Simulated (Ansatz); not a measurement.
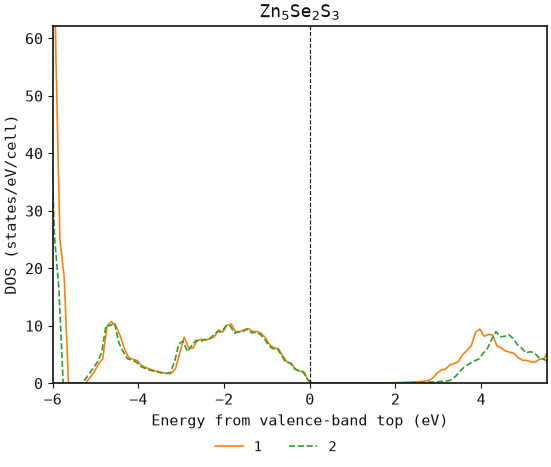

Total densities of states of Zn$_{5}$Se$_{2}$S$_{3}$, space group I-4m2 (No. 119), 10 atoms in the cell, by two methods on the same cell. Each is counted from its own valence-band top.

Which curve is which? The methods: PBE, r2SCAN.

1 is PBE; 2 is r2SCAN. PBE gives a gap of 1.54 eV and r2SCAN gives a gap of 2.09 eV.

Settings. PBE: DFT PBE, scalar-relativistic, plane waves, PAW, no spin polarisation, 10×10×10 k mesh, 420 eV cutoff, Gaussian smearing of 0.02 eV (Ansatz 0.2.0). r2SCAN: DFT r2SCAN, scalar-relativistic, plane waves, PAW, no spin polarisation, 10×10×10 k mesh, 500 eV cutoff, Gaussian smearing of 0.02 eV (Ansatz 0.2.0).

The structure is an invented one, so it need not be a known or stable phase.
